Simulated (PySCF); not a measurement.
## A study: F₃In, SMILES `F[In](F)F`

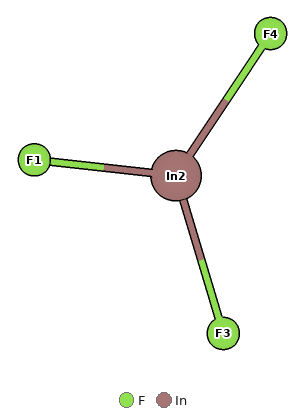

The molecule, with its atoms numbered as below. No frequency check shows the geometry to be a minimum.

Geometry (Å), atoms numbered from 1:

```
F1       1.4977   -1.2696    0.0000
In2      0.0003    0.0000    0.0000
F3       0.3498    1.9324    0.0000
F4      -1.8493   -0.6627    0.0000
```

Part 1: Bonding charge

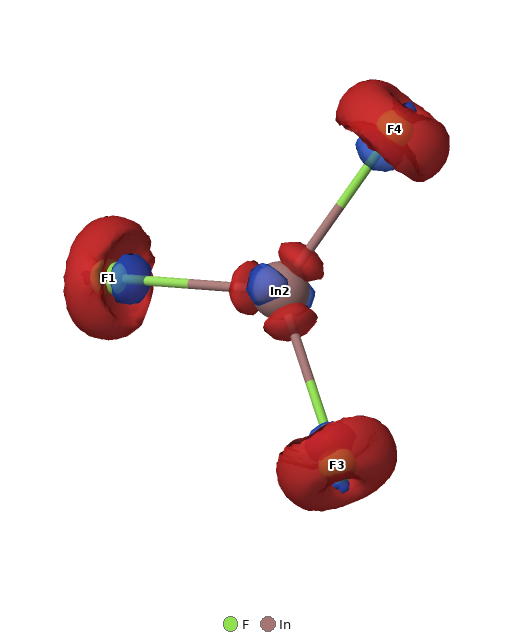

Deformation density (molecule less spherical, spin-averaged free atoms at the same positions), surfaces at ±0.15 e/Å³; red: gain, blue: loss.

Level of theory: PBE0/def2-TZVP (PySCF), at a geometry from GFN2-xTB. Core potentials replace the inner electrons of In; spin–orbit coupling isn't included.

> Describe the bonding that the map shows.

F1–In2 and In2–F3: +0.03 e/Å³ at the bond critical point (bond length 1.96 Å, Mayer order 0.9); up to 0.6 Å beside the axis the gain reaches +0.14 e/Å³. In2–F4: +0.03 e/Å³ at the bond critical point (bond length 1.97 Å, Mayer order 0.9); up to 0.6 Å beside the axis the gain reaches +0.14 e/Å³. In all, 1.3 electrons gather in the regions of gain relative to the promolecule. A small or negative value marks a very polar bond, one between electron-rich atoms, whose free-atom densities already overlap strongly, a long bond to a heavier atom, or a closed-shell contact such as a hydrogen bond.

Part 2: Local ionisation energy

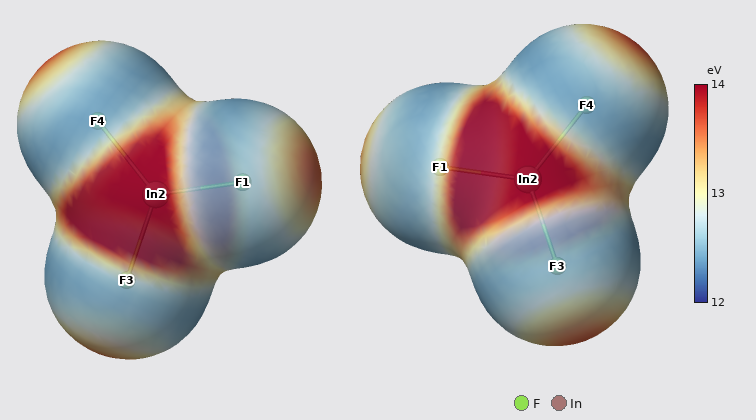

Average local ionisation energy on the surface of electron density 0.001 a.u. (back view left, front view right).

> Locate the minima of the map.

The lowest value is 12.4 eV, 1.7 Å from F4, and at like points elsewhere. Further minima include 12.4 eV, off the molecular plane, over F4 (1.8 Å), and at like points elsewhere. For comparison, the highest occupied orbital lies at −11.2 eV.

Part 3: In an electric field

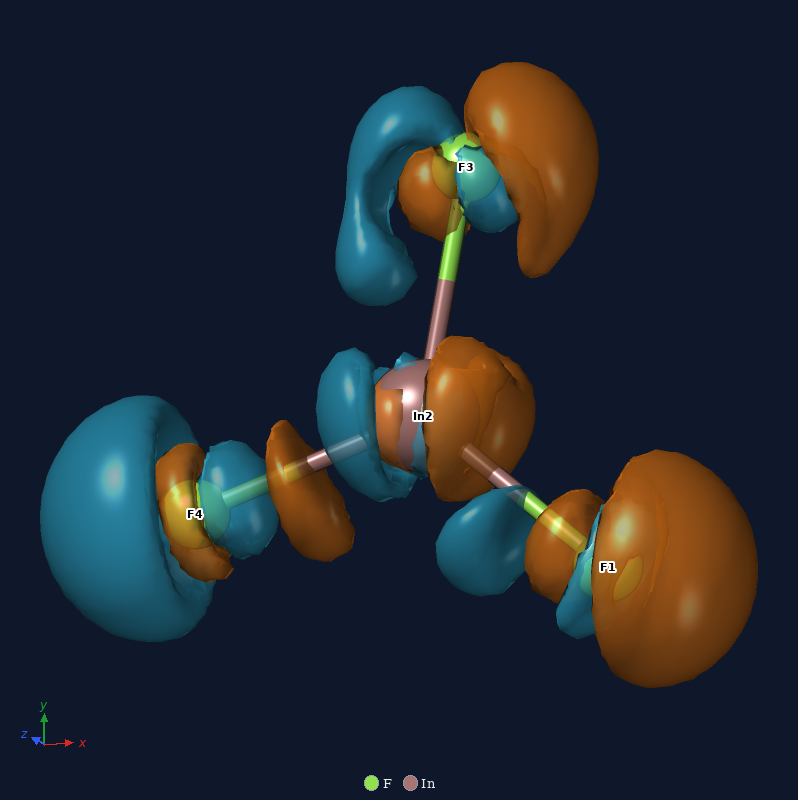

Change of the electron density in a uniform field of 0.21 V/Å, surfaces at ±0.0015 e/Å³ (light blue: gain, orange: loss).

PySCF calculation, PBE0/def2-TZVP, gas phase; geometry: GFN2-xTB. Core potentials replace the inner electrons of In; spin–orbit coupling isn't included. A basis without diffuse functions makes polarisabilities too small.

> Along which Cartesian direction does the field point?

Along +x: electrons gather on the −x side, against the field.

> What dipole is induced, and what polarisability does it imply?

The induced dipole is 0.33 D (along the field); α along this axis, from the fields in both directions, is 32 bohr³ (4.7 Å³).

> Which atoms gain and lose the most charge?

Electrons gather most on F4 (Hirshfeld charge changes by −0.013 e) and leave F1 most (+0.010 e); 0.031 electrons are displaced in all.

The PySCF runs shown took 9.9 s and 23 s on 1 thread of Arm Neoverse V2, with other jobs on the host.
